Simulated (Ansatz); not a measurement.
## How Pt(111) screens a field

Wanted: the response of a Pt(111) slab to a perpendicular field.

Program: Ansatz 0.2.0. Level of theory: plane-wave DFT, LDA, Ansatz PAW. Results are calculated unless marked as measured.

### Step 1. Starting point

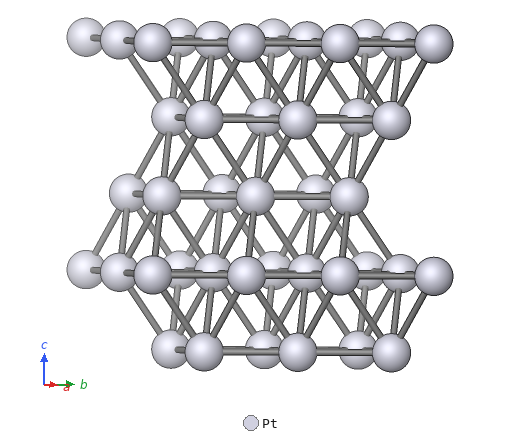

Start, viewed from the side, with the c axis up; platinum light grey. 2×3×1 cells are drawn. Some periodic images of atoms are drawn too.

The cell holds 5 atoms: 5 Pt. Cell: a = 2.772 Å, b = 2.772 Å, c = 27.053 Å, α = 90.0°, β = 90.0°, γ = 60.0°. Vacuum lies along c.

### Step 2. Atoms held, field 0

A sawtooth potential applies the field, turning back in the middle of the vacuum. With the dipole correction the typed value is the field outside the slab. The induced dipole is small, so the SCF threshold is tight.

input.yaml

```yaml
crystal:
  lattice:
    - [2.7718585823, 0.0, 0.0]
    - [1.3859292911, 2.4004999479, 0.0]
    - [0.0, 0.0, 27.0528522209]
  atoms:
    - { symbol: Pt, position: [0.6666666667, 0.6666666667, 0.3326821115] }
    - { symbol: Pt, position: [0.0, 0.0, 0.4163410558] }
    - { symbol: Pt, position: [0.3333333333, 0.3333333333, 0.5] }
    - { symbol: Pt, position: [0.6666666667, 0.6666666667, 0.5836589442] }
    - { symbol: Pt, position: [0.0, 0.0, 0.6673178885] }
kpoints:
  mp_grid: { grid: [24, 24, 1] }
hamiltonian:
  xc: lda
scf:
  occupations: { method: fermi_dirac, width: 0.1 }
  convergence: { dr2_threshold: 1.0e-10 }
efield:
  axis: 3
  dipole_correction: true
  ramp_position: 0.97
  ramp_width: 0.06
  amplitude: 0
output:
  forces: true
  write_potential: true
  write_density: true
  volumetric_format: npy
```

Started as:

```bash
$ ansatz run input.yaml --threads 4 --pin off --max-ram 6144MiB --backend cpu --events-out ev --progress --plain --runs-dir out
```

Numbers of over 12 decimals in the logs are rounded to 6 here.

What it wrote:

```text
Engine: ansatz 0.2.0, x86_64-unknown-linux-gnu
Pseudopotentials: kind: paw
Pseudopotential: Pt, paw, valence charge 18, recommended cutoff 420 eV (normal), Pt.paw.azcp
Functional definition: SPW92
  exchange = slater_x
  correlation = pw_c
Crystal: 5 atoms, lattice volume = 180.006 Å³
Basis set: ecut = 420 eV, 3523 PW (Γ)
Bands: 54, of which v1, the nominal top of the filled ones, is band 45 counted from 1 (44 counted from 0)
Symmetry: 6 space group operations
k-points: 61 of 576 (time reversal used)
Non-local potential: Pt, projectors of the file, l = 0: 3, l = 1: 2, l = 2: 2, l = 3: 1
PAW form: soft (Blöchl's): semilocal exchange-correlation on the pseudo side does not see the compensation charge
PAW frozen core: Pt, regenerated for the run's functional, and the local potential with it (the file was generated under x = pbe(κ = 0.804, μ = 0.219515), c = pbe(β = 0.066725))
PAW one-centre angular grid: Pt, 590 points (default); XC on 64 Gauss nodes
Initial density: superposition of atomic densities (neutral atoms: chi_scale 0, normalization atom), corrected by the library's trained network
Initial wavefunctions: pseudopotential atomic-orbital guess
Functional: x = slater, c = lda
SCF iter   1: F=—  HF=-61223.379300 eV  |F-HF|=—  |Δ(HF+E_count)|=         —  Δρ=9.74e-3  dr2=1.50e0  ethr=1.77e-3  p=0.000 e·Å  D=2.97e-13 V/Å  ΔV_dip=-0.00 eV  dr2_dipole=6.20e-10  V_vac-E_F(+/−)=5.50/5.50 eV  ⟨swp⟩=9.2  Hψ=15390  notcnv=0  defer=16
efield: sawtooth ramp at fractional position 0.9700 (set: `efield.ramp_position`, or a place that a band, a saddle search or an elastic batch's reference lends), width 0.0600; the density the first Hamiltonian is built on has a dipole p = 0.000 e·Å; the dipole correction subtracts the counter field D = 2.97e-13 V/Å, which shifts the + side's vacuum level by -0.00 eV against the − side's; the planar-averaged density in the ramp window peaks in size at 7.8e-6 e/Å³
preconditioner: auto → LDOS  [metal: Δε(μ)=0.006 eV  Ē_g=7.577 eV  σ=0.100 eV  W_gap=0.02  n_scr=20 (ndim 8)  ℏωp=19.6 eV  f_vac=0.537  D(μ)=9.64/eV (n_scr^D=116)  β→1.0]
SCF iter   2: F=—  HF=-61223.353393 eV  |F-HF|=—  |Δ(HF+E_count)|=   2.59e-2  Δρ=4.44e-3  dr2=1.84e-1  ethr=1.67e-3  p=0.000 e·Å  D=2.04e-5 V/Å  ΔV_dip=-0.00 eV  dr2_dipole=1.09e-7  V_vac-E_F(+/−)=6.01/6.01 eV  ⟨swp⟩=1.6  Hψ=3944  notcnv=0  defer=33
SCF iter   3: F=—  HF=-61223.350597 eV  |F-HF|=—  |Δ(HF+E_count)|=   2.80e-3  Δρ=2.58e-3  dr2=5.09e-2  ethr=2.04e-4  p=-0.000 e·Å  D=-7.75e-6 V/Å  ΔV_dip=0.00 eV  dr2_dipole=8.69e-8  V_vac-E_F(+/−)=5.98/5.98 eV  ⟨swp⟩=2.6  Hψ=4244  notcnv=0  defer=47
SCF iter   4: F=—  HF=-61223.346690 eV  |F-HF|=—  |Δ(HF+E_count)|=   3.91e-3  Δρ=5.08e-4  dr2=1.47e-3  ethr=5.65e-5  p=-0.000 e·Å  D=-9.81e-6 V/Å  ΔV_dip=0.00 eV  dr2_dipole=4.93e-9  V_vac-E_F(+/−)=6.07/6.07 eV  ⟨swp⟩=2.0  Hψ=4401  notcnv=0  defer=47
SCF iter   5: F=—  HF=-61223.346623 eV  |F-HF|=—  |Δ(HF+E_count)|=   6.66e-5  Δρ=2.13e-4  dr2=8.64e-5  ethr=1.63e-6  p=-0.000 e·Å  D=-2.98e-6 V/Å  ΔV_dip=0.00 eV  dr2_dipole=7.95e-9  V_vac-E_F(+/−)=6.06/6.06 eV  ⟨swp⟩=2.9  Hψ=5917  notcnv=0  defer=47
SCF iter   6: F=—  HF=-61223.346646 eV  |F-HF|=—  |Δ(HF+E_count)|=   2.32e-5  Δρ=5.28e-5  dr2=1.35e-5  ethr=9.60e-8  p=0.000 e·Å  D=8.55e-7 V/Å  ΔV_dip=-0.00 eV  dr2_dipole=7.44e-10  V_vac-E_F(+/−)=6.05/6.05 eV  ⟨swp⟩=2.5  Hψ=5305  notcnv=0  defer=47
SCF iter   7: F=—  HF=-61223.346636 eV  |F-HF|=—  |Δ(HF+E_count)|=   1.03e-5  Δρ=3.20e-5  dr2=4.44e-6  ethr=1.50e-8  p=-0.000 e·Å  D=-2.91e-6 V/Å  ΔV_dip=0.00 eV  dr2_dipole=6.02e-10  V_vac-E_F(+/−)=6.05/6.05 eV  ⟨swp⟩=1.8  Hψ=4253  notcnv=0  defer=46
SCF iter   8: F=—  HF=-61223.346983 eV  |F-HF|=—  |Δ(HF+E_count)|=   3.47e-4  Δρ=1.44e-5  dr2=9.54e-7  ethr=4.93e-9  p=0.000 e·Å  D=2.35e-6 V/Å  ΔV_dip=-0.00 eV  dr2_dipole=1.93e-10  V_vac-E_F(+/−)=6.05/6.05 eV  ⟨swp⟩=1.3  Hψ=3635  notcnv=0  defer=44
SCF iter   9: F=—  HF=-61223.346983 eV  |F-HF|=—  |Δ(HF+E_count)|=   3.18e-8  Δρ=5.16e-6  dr2=1.33e-7  ethr=1.06e-9  p=-0.000 e·Å  D=-1.55e-6 V/Å  ΔV_dip=0.00 eV  dr2_dipole=9.67e-11  V_vac-E_F(+/−)=6.05/6.05 eV  ⟨swp⟩=1.4  Hψ=3635  notcnv=0  defer=44
SCF iter  10: F=—  HF=-61223.346983 eV  |F-HF|=—  |Δ(HF+E_count)|=   1.16e-7  Δρ=1.30e-6  dr2=7.13e-9  ethr=1.47e-10  p=0.000 e·Å  D=1.12e-6 V/Å  ΔV_dip=-0.00 eV  dr2_dipole=2.89e-11  V_vac-E_F(+/−)=6.05/6.05 eV  ⟨swp⟩=2.2  Hψ=4720  notcnv=0  defer=43
SCF iter  11: F=—  HF=-61223.346983 eV  |F-HF|=—  |Δ(HF+E_count)|=   4.95e-9  Δρ=4.19e-7  dr2=1.54e-9  ethr=7.92e-12  p=-0.000 e·Å  D=-1.85e-7 V/Å  ΔV_dip=0.00 eV  dr2_dipole=4.47e-13  V_vac-E_F(+/−)=6.05/6.05 eV  ⟨swp⟩=2.9  Hψ=6107  notcnv=0  defer=43
SCF iter  12: F=—  HF=-61223.346983 eV  |F-HF|=—  |Δ(HF+E_count)|=  1.96e-10  Δρ=1.49e-7  dr2=2.33e-10  ethr=1.72e-12  p=-0.000 e·Å  D=-1.48e-8 V/Å  ΔV_dip=0.00 eV  dr2_dipole=4.71e-15  V_vac-E_F(+/−)=6.05/6.05 eV  ⟨swp⟩=2.2  Hψ=4738  notcnv=0  defer=43
SCF iter  13: F=-61223.346983 eV  HF=-61223.346983 eV  |F-HF|=1.16e-10  |Δ(HF+E_count)|=  1.46e-11  Δρ=9.96e-8  dr2=5.42e-11  ethr=1.00e-12  p=0.000 e·Å  D=6.31e-8 V/Å  ΔV_dip=-0.00 eV  dr2_dipole=8.78e-14  V_vac-E_F(+/−)=6.05/6.05 eV  ⟨swp⟩=15.1  Hψ=20052  notcnv=0
SCF 1 converged in 13 iterations: F = -61223.346983 eV  dr2 = 5.42e-11
  greatest PAW one-centre occupation: 1.000 electrons in one spin orbital (limit 2), on the Pt atom at site 2 (counted from 0), in its partial waves of l = 0
WARN: The output density's exchange-correlation potential varies sharply where the density is thin. Do not read a vacuum level from v_tot or v_xc, or from such a field of the output density. On a cell that repeats whose density bears no net charge and no dipole along the vacuum's axis use v_es (v_loc + v_h of the components); under efield.dipole_correction with no amplitude use v_es + v_field, which holds any externa [...]
SCF converged after 13 iterations
Free energy (F): -61223.346983 eV
Harris-Foulkes:  -61223.346983 eV  (|F-HF|=1.16e-10)
Internal energy: -61223.042610 eV  (E = F + TS)
E sigma→0 (E₀):  -61223.194797 eV
Entropy (-TS):   -0.304372 eV (-60.874 meV/atom)
Fermi energy:    6.106743 eV
Dipole field:    D = 0.000000 V/Å  (p = 0.000000 e·Å, saw-weighted, corrected)
Work function:   Φ+ = 6.0478 eV   Φ− = 6.0478 eV
Levels:          The Fermi level and band energies are counted from a zero that moves with the ramp; work functions are not
--- Per-component energies (eV) ---
  E_band       = -2179.849033
  E_kinetic    = 3187.079432
  E_local      = -178719.324189  (includes V_loc(G=0)·N_el)
  E_nonlocal   = 1035.532662
  E_hartree    = 87650.451529
  E_xc         = -1298.771402
  E_vxc        = -1509.548043  (∫ρ·V_xc dr)
  E_paw        = -45888.265733  (= ΣΔE_a)
  E_vpaw       = -1474.494246  (= ΣTr[D̂ρ^β])
  E_aug_tail   = 0.000883  (compensation charges beyond the density's cutoff)
  E_efield     = 0.000000  (sawtooth field / dipole correction)
  E_vefield    = 0.000000  (∫n·V_field dr)
  E_ewald      = 72807.934859
  E_core_change = 2.319347  (= ΣΔE_core)
  E_smearing   = -0.304372  (= −TS)
  E_closure    = 0.000000  (closes the sum)
  Σ components = -61223.346983   (vs F -61223.346983, Δ=0.00e0)
--- Forces (eV/Å), atoms counted from 1 ---
  atom   1  Pt    -0.00000000     0.00000000     0.14375064
  atom   2  Pt    -0.00000000     0.00000000     0.21817501
  atom   3  Pt    -0.00000000    -0.00000000     0.00000019
  atom   4  Pt     0.00000000    -0.00000000    -0.21817315
  atom   5  Pt     0.00000000    -0.00000000    -0.14375538
  max |Σ_I F_I| component: 2.69e-6 eV/Å
--- Band table (eV; the first three rows and the last of 61) ---
  k-point 0: bands = [... 41 lower, 4.6221, 4.6221, 5.1010, 5.1010, 5.7692, 5.7692, 5.8574, 6.1060, ... 5 higher]
  k-point 1: bands = [... 41 lower, 4.6472, 4.6542, 5.1016, 5.1507, 5.3741, 5.7291, 5.7705, 6.1099, ... 5 higher]
  k-point 2: bands = [... 41 lower, 4.6568, 4.6669, 4.8928, 5.1049, 5.1331, 5.6831, 5.7736, 6.1210, ... 5 higher]
  k-point 60: bands = [... 41 lower, 5.5386, 5.7679, 5.8762, 5.8762, 10.7463, 10.7463, 10.8604, 11.5379, ... 5 higher]
```

The job ended after 9.2 s (4 threads of Intel Xeon 6975P-C (Granite Rapids), shared host; peak memory 0.89 GiB; 35 s of CPU time).

Reading the cycles: dr2 is the Hartree energy of the density residual (eV), the measure of convergence; HF is the Harris–Foulkes estimate of the energy, which meets the free energy F at convergence.

Numbers from this step:

| Item | Value |
| --- | --- |
| energy at zero smearing | -61223.1948 eV |
| work function, upper face | 6.048 eV |
| dipole along the normal | 4.81e-7 e·Å |

Running mean over 2.263 Å of the planar mean; the ramp of the sawtooth is left out. Electron's electrostatic potential energy less the Fermi level against z:

```csv
z (Å),electron's electrostatic potential energy less the Fermi level (eV)
4,6.05
6,5.99
8,-4.70
10,-11.8
12,-12.1
14,-12.1
16,-12.0
18,-11.4
20,4.79
22,6.04
```

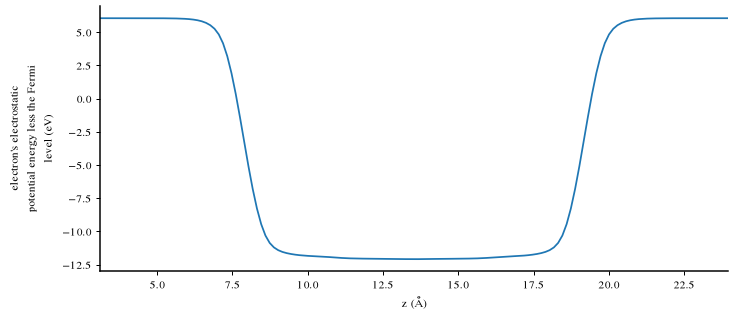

Electron's electrostatic potential energy less the Fermi level, plotted against z.

Force by atom:

```csv
atom,x (eV/Å),y (eV/Å),z (eV/Å),size
Pt1,0.000,0.000,0.144,0.144
Pt2,0.000,0.000,0.218,0.218
Pt3,0.000,0.000,0.000,0.000
Pt4,0.000,0.000,-0.218,0.218
Pt5,0.000,0.000,-0.144,0.144
```

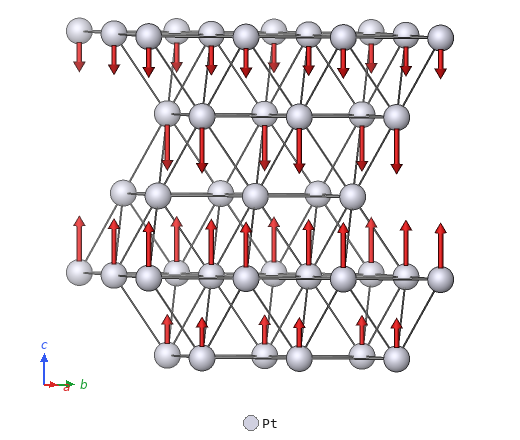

Force as arrows, the longest 0.218 eV/Å. 2×3×1 cells are drawn. Some periodic images of atoms are drawn too.

The work function of the upper face is 6.05 eV.

### Step 3. Single point, field 0.05 V/Å

Edit input.yaml of step 2 so:

```diff
@@ -23,3 +23,3 @@
   ramp_width: 0.06
-  amplitude: 0
+  amplitude: 0.05
 output:
```

What it wrote:

```text
[...]
Crystal: 5 atoms, lattice volume = 180.006 Å³
Basis set: ecut = 420 eV, 3523 PW (Γ)
Bands: 54, of which v1, the nominal top of the filled ones, is band 45 counted from 1 (44 counted from 0)
Symmetry: 6 space group operations
k-points: 61 of 576 (time reversal used)
[...]
k-point 0: bands = [... 41 lower, 4.6220, 4.6220, 5.1009, 5.1009, 5.7691, 5.7691, 5.8572, 6.1059, ... 5 higher]
  k-point 1: bands = [... 41 lower, 4.6471, 4.6541, 5.1015, 5.1506, 5.3739, 5.7290, 5.7704, 6.1098, ... 5 higher]
  k-point 2: bands = [... 41 lower, 4.6567, 4.6668, 4.8926, 5.1048, 5.1330, 5.6830, 5.7735, 6.1209, ... 5 higher]
  k-point 60: bands = [... 41 lower, 5.5391, 5.7679, 5.8759, 5.8763, 10.7461, 10.7463, 10.8603, 11.5369, ... 5 higher]
[key lines of the parts left out:]
SCF converged after 15 iterations
Free energy (F): -61223.347540 eV
Fermi energy:    6.106650 eV
Dipole field:    D = 0.022407 V/Å  (p = 0.022290 e·Å, saw-weighted, corrected)
```

Wall time 11 s (4 threads); peak memory 0.85 GiB; 43 s of CPU time.

The dipole is 0.0223 e·Å.

### Step 4. Single point, field -0.05 V/Å

Edit input.yaml of step 3 so:

```diff
@@ -23,3 +23,3 @@
   ramp_width: 0.06
-  amplitude: 0.05
+  amplitude: -0.05
 output:
```

What it wrote:

```text
[...]
Crystal: 5 atoms, lattice volume = 180.006 Å³
Basis set: ecut = 420 eV, 3523 PW (Γ)
Bands: 54, of which v1, the nominal top of the filled ones, is band 45 counted from 1 (44 counted from 0)
Symmetry: 6 space group operations
k-points: 61 of 576 (time reversal used)
[...]
k-point 0: bands = [... 41 lower, 4.6220, 4.6220, 5.1009, 5.1009, 5.7691, 5.7691, 5.8572, 6.1059, ... 5 higher]
  k-point 1: bands = [... 41 lower, 4.6471, 4.6541, 5.1015, 5.1506, 5.3739, 5.7290, 5.7704, 6.1098, ... 5 higher]
  k-point 2: bands = [... 41 lower, 4.6567, 4.6668, 4.8926, 5.1048, 5.1330, 5.6830, 5.7735, 6.1209, ... 5 higher]
  k-point 60: bands = [... 41 lower, 5.5391, 5.7679, 5.8759, 5.8763, 10.7461, 10.7463, 10.8603, 11.5369, ... 5 higher]
[key lines of the parts left out:]
SCF converged after 15 iterations
Free energy (F): -61223.347540 eV
Fermi energy:    6.106650 eV
Dipole field:    D = -0.022410 V/Å  (p = -0.022292 e·Å, saw-weighted, corrected)
```

It took 12 s on 4 threads; peak memory 0.85 GiB; 45 s of CPU time.

The dipole is -0.0223 e·Å.

### Step 5. Atoms held, field 0.1 V/Å

Edit input.yaml of step 4 so:

```diff
@@ -23,3 +23,3 @@
   ramp_width: 0.06
-  amplitude: -0.05
+  amplitude: 0.1
 output:
```

What it wrote:

```text
[...]
Crystal: 5 atoms, lattice volume = 180.006 Å³
Basis set: ecut = 420 eV, 3523 PW (Γ)
Bands: 54, of which v1, the nominal top of the filled ones, is band 45 counted from 1 (44 counted from 0)
Symmetry: 6 space group operations
k-points: 61 of 576 (time reversal used)
[...]
k-point 0: bands = [... 41 lower, 4.6217, 4.6217, 5.1006, 5.1006, 5.7688, 5.7688, 5.8565, 6.1057, ... 5 higher]
  k-point 1: bands = [... 41 lower, 4.6468, 4.6538, 5.1013, 5.1503, 5.3735, 5.7288, 5.7702, 6.1095, ... 5 higher]
  k-point 2: bands = [... 41 lower, 4.6564, 4.6665, 4.8922, 5.1045, 5.1328, 5.6828, 5.7732, 6.1206, ... 5 higher]
  k-point 60: bands = [... 41 lower, 5.5395, 5.7676, 5.8754, 5.8762, 10.7457, 10.7461, 10.8600, 11.5356, ... 5 higher]
[key lines of the parts left out:]
SCF converged after 15 iterations
Free energy (F): -61223.349212 eV
Fermi energy:    6.106375 eV
Dipole field:    D = 0.044816 V/Å  (p = 0.044582 e·Å, saw-weighted, corrected)
```

Wall time 11 s (4 threads); peak memory 0.86 GiB.

The dipole is 0.0446 e·Å.

### Step 6. Single point, field -0.1 V/Å

Edit input.yaml of step 5 so:

```diff
@@ -23,3 +23,3 @@
   ramp_width: 0.06
-  amplitude: 0.1
+  amplitude: -0.1
 output:
```

What it wrote:

```text
[...]
Crystal: 5 atoms, lattice volume = 180.006 Å³
Basis set: ecut = 420 eV, 3523 PW (Γ)
Bands: 54, of which v1, the nominal top of the filled ones, is band 45 counted from 1 (44 counted from 0)
Symmetry: 6 space group operations
k-points: 61 of 576 (time reversal used)
[...]
k-point 0: bands = [... 41 lower, 4.6217, 4.6217, 5.1006, 5.1006, 5.7688, 5.7688, 5.8565, 6.1057, ... 5 higher]
  k-point 1: bands = [... 41 lower, 4.6468, 4.6538, 5.1013, 5.1503, 5.3735, 5.7288, 5.7702, 6.1095, ... 5 higher]
  k-point 2: bands = [... 41 lower, 4.6564, 4.6665, 4.8922, 5.1045, 5.1328, 5.6828, 5.7732, 6.1206, ... 5 higher]
  k-point 60: bands = [... 41 lower, 5.5395, 5.7676, 5.8754, 5.8762, 10.7457, 10.7461, 10.8600, 11.5356, ... 5 higher]
[key lines of the parts left out:]
SCF converged after 15 iterations
Free energy (F): -61223.349212 eV
Fermi energy:    6.106375 eV
Dipole field:    D = -0.044818 V/Å  (p = -0.044584 e·Å, saw-weighted, corrected)
```

Run time: 10 s. Hardware: 4 threads; peak memory 0.87 GiB.

The dipole is -0.0446 e·Å.

### Step 7. Atoms held, field 0.2 V/Å

Edit input.yaml of step 6 so:

```diff
@@ -23,3 +23,3 @@
   ramp_width: 0.06
-  amplitude: -0.1
+  amplitude: 0.2
 output:
```

What it wrote:

```text
[...]
Crystal: 5 atoms, lattice volume = 180.006 Å³
Basis set: ecut = 420 eV, 3523 PW (Γ)
Bands: 54, of which v1, the nominal top of the filled ones, is band 45 counted from 1 (44 counted from 0)
Symmetry: 6 space group operations
k-points: 61 of 576 (time reversal used)
[...]
k-point 0: bands = [... 41 lower, 4.6206, 4.6206, 5.0995, 5.0995, 5.7677, 5.7677, 5.8537, 6.1046, ... 5 higher]
  k-point 1: bands = [... 41 lower, 4.6457, 4.6527, 5.1002, 5.1492, 5.3718, 5.7278, 5.7691, 6.1084, ... 5 higher]
  k-point 2: bands = [... 41 lower, 4.6553, 4.6654, 4.8906, 5.1034, 5.1320, 5.6817, 5.7721, 6.1195, ... 5 higher]
  k-point 60: bands = [... 41 lower, 5.5397, 5.7665, 5.8739, 5.8755, 10.7444, 10.7452, 10.8589, 11.5325, ... 5 higher]
[key lines of the parts left out:]
SCF converged after 15 iterations
Free energy (F): -61223.355900 eV
Fermi energy:    6.105275 eV
Dipole field:    D = 0.089638 V/Å  (p = 0.089170 e·Å, saw-weighted, corrected)
```

It took 10 s on 4 threads; peak memory 0.86 GiB; 40 s of CPU time.

The dipole is 0.0892 e·Å.

### Step 8. Single point, field -0.2 V/Å

Edit input.yaml of step 7 so:

```diff
@@ -23,3 +23,3 @@
   ramp_width: 0.06
-  amplitude: 0.2
+  amplitude: -0.2
 output:
```

What it wrote:

```text
[...]
Crystal: 5 atoms, lattice volume = 180.006 Å³
Basis set: ecut = 420 eV, 3523 PW (Γ)
Bands: 54, of which v1, the nominal top of the filled ones, is band 45 counted from 1 (44 counted from 0)
Symmetry: 6 space group operations
k-points: 61 of 576 (time reversal used)
[...]
k-point 0: bands = [... 41 lower, 4.6206, 4.6206, 5.0995, 5.0995, 5.7677, 5.7677, 5.8537, 6.1046, ... 5 higher]
  k-point 1: bands = [... 41 lower, 4.6457, 4.6527, 5.1002, 5.1492, 5.3718, 5.7278, 5.7691, 6.1084, ... 5 higher]
  k-point 2: bands = [... 41 lower, 4.6553, 4.6654, 4.8906, 5.1034, 5.1320, 5.6817, 5.7721, 6.1195, ... 5 higher]
  k-point 60: bands = [... 41 lower, 5.5397, 5.7665, 5.8739, 5.8755, 10.7444, 10.7452, 10.8589, 11.5325, ... 5 higher]
[key lines of the parts left out:]
SCF converged after 15 iterations
Free energy (F): -61223.355900 eV
Fermi energy:    6.105275 eV
Dipole field:    D = -0.089641 V/Å  (p = -0.089172 e·Å, saw-weighted, corrected)
```

It took 11 s on 4 threads; peak memory 0.86 GiB; 41 s of CPU time.

The dipole is -0.0892 e·Å.

(Continued in part 2 of 2.)

[Logs are printed without paths, hosts, clocks, repeated set-up lines and the standing remarks that a program may print on its own settings, such as how far it seeks lower states.]

[Hosts, paths, dates, database ids (printed as entryN), source tags and the programs' standing remarks are cut or masked in the printed files.]

[Maps of the electrostatic potential energy from Ansatz leave out the sawtooth potential of an applied field or a dipole correction, so their vacuum need not be flat; planar profiles and work functions include it.]
